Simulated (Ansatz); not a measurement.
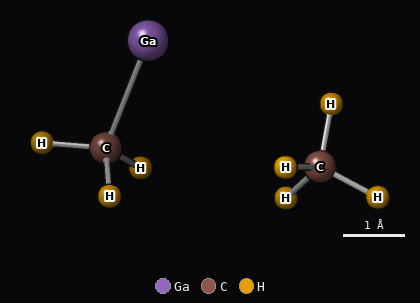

Fig. 1: The input geometry (ball-and-stick view, seen at a tilt). Sticks mark near contacts. Bond lengths as drawn: C–Ga 2.04 Å and C–H 1.09 to 1.10 Å.

# Single-point calculation, with input and output: C2H7Ga

The run: single-point calculation of C2H7Ga. Method and program: RKS PBE0-D4/def2-TZVPP (Ansatz 0.2.0).

The geometry is the reactant side of a reaction. The geometry comes from this level: PBE0-D4/def2-TZVP.

Log
```
Functional definition: PBE0
  name "PBE0"
  cite "Adamo & Barone, J. Chem. Phys. 110, 6158 (1999) doi:10.1063/1.478522"
  cite "Perdew, Burke & Ernzerhof, Phys. Rev. Lett. 77, 3865 (1996) doi:10.1103/PhysRevLett.77.3865"
  parent pbe
  parameter a = 0.25
  parameter kappa = 0.804
  parameter beta = 0.06672455060314922
  exchange = (1 - a)*pbe_x(kappa = kappa, mu = beta*pi^2/3) + a*exact_x
  correlation = pbe_c(beta = beta)
1186 factors; their error is unknown
mean field evaluation 1: about -54544.8230 eV, gradient 7.3e1 eV
mean field evaluation 2: about -54536.1080 eV, gradient 8.6e1 eV
mean field evaluation 4: about -54556.6667 eV, gradient 5.7e0 eV
mean field evaluation 8: about -54556.7296 eV, gradient 6.7e-2 eV
mean field evaluation 16: about -54556.9097 eV, gradient 6.1e-5 eV
mean field -54556.90971683 eV, -2004.9294520919 hartree, gradient 6.1e-5 eV, S^2 0.000000; 0 other end points of the search recorded, 0 dependent functions left out
reference -54556.90974819 eV, -2004.9294532444 hartree; 25, 25 occupied and 183, 183 virtual orbitals, 1186 factors
Total energy: -54557.03814813 eV, -2004.9341718550 hartree
```

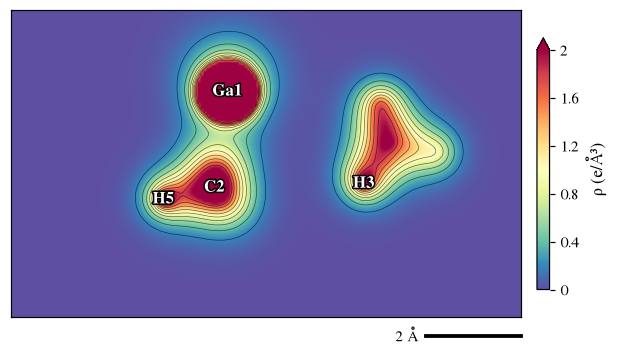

Fig. 2: Electron density on the plane of atoms Ga1, C2 and H5. The section cuts through Ga, C and H sites. C–Ga (2.04 Å): ρ at the midpoint is about 0.7 e/Å³. C–H (1.10 Å): ρ at the midpoint is about 1.9 e/Å³.

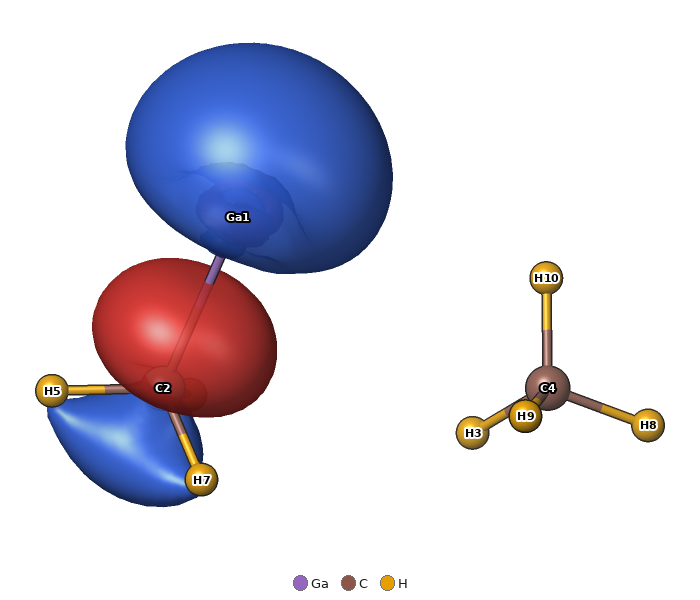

Fig. 3: The HOMO at ±0.15 Å⁻³ᐟ² (blue and red are the two phases), seen at a tilt. By Hirshfeld shares it lies mainly on Ga1 (65 %) and C2 (25 %). Its energy is −5.58 eV.

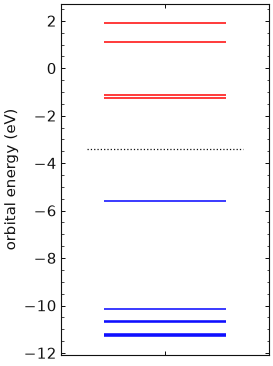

Fig. 4: Orbital energies near the frontier; the dotted line parts filled from empty levels, and levels within 0.02 eV of each other stand side by side. Highest filled −5.58 eV, lowest empty −1.26 eV, 4.32 eV apart.

This output came from the following input.

Input file
```yaml
crystal:
  periodic: [false, false, false]
  atoms:
    - {symbol: Ga, position_ang: [0.674008, 1.179489, 1.668966]}
    - {symbol: C, position_ang: [0.588139, 1.825716, -0.260549]}
    - {symbol: H, position_ang: [-0.119568, -1.201929, -0.698871]}
    - {symbol: C, position_ang: [-0.594539, -1.770999, 0.099811]}
    - {symbol: H, position_ang: [0.842992, 2.890019, -0.329731]}
    - {symbol: H, position_ang: [1.290593, 1.274990, -0.897506]}
    - {symbol: H, position_ang: [-0.415368, 1.695749, -0.682474]}
    - {symbol: H, position_ang: [-0.884706, -2.751457, -0.276972]}
    - {symbol: H, position_ang: [-1.482651, -1.242474, 0.447168]}
    - {symbol: H, position_ang: [0.101003, -1.899004, 0.930257]}
basis:
  gaussian: {orbitals: def2-TZVPP}
hamiltonian: {xc: pbe0, dispersion: d4}
output: {orbitals: {seedname: orbitals}}
```

Launch command:
```bash
ansatz run in.yaml --threads 4 --pin off --events-out ev --progress --plain --max-ram 9574MiB
```

Summary

```json
{"quantity": "outcome", "value": "converged"}
{"quantity": "total energy", "value": "−54557.0381 eV"}
{"quantity": "mean-field energy", "value": "−54556.9097 eV"}
{"quantity": "dispersion energy", "value": "−0.1284 eV"}
{"quantity": "SCF solution under orbital rotations", "value": "stable"}
{"quantity": "HOMO", "value": "−5.58 eV"}
{"quantity": "LUMO", "value": "−1.26 eV"}
{"quantity": "hardware", "value": "4 threads of Arm Neoverse N1, 23 GiB of memory available, shared host"}
{"quantity": "wall time", "value": "3 s (CPU time 11 s)"}
{"quantity": "peak memory", "value": "0.44 GiB"}
```
